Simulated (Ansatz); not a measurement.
**PbS: pressure series**

The parent structure is PbS in the rock salt structure (space group Fm-3m, No. 225; a = 6.009 Å).

Cell and atoms are relaxed at each pressure.

All numbers come from PBE (Ansatz, a first-principles code; PAW; 420 eV plane waves; without spin-orbit coupling).

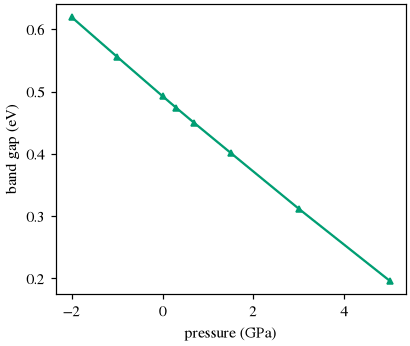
Figure: Band gap against pressure

```csv
pressure (GPa),band gap
-2,0.62 eV
-1,0.56 eV
0.3,0.47 eV
0.7,0.45 eV
1.5,0.40 eV
3,0.31 eV
5,0.20 eV
```

Spin-orbit coupling, missing from the scalar runs, can matter with Pb. Load acts through the strain it causes; cell and atoms are relaxed under it. No phonon test of stability was made. No other phases were tried under pressure. The base started in Pnma and relaxed to Fm-3m at this level. A zero or small gap of PbS under pressure 5 GPa can be the functional's error rather than a property of the material.
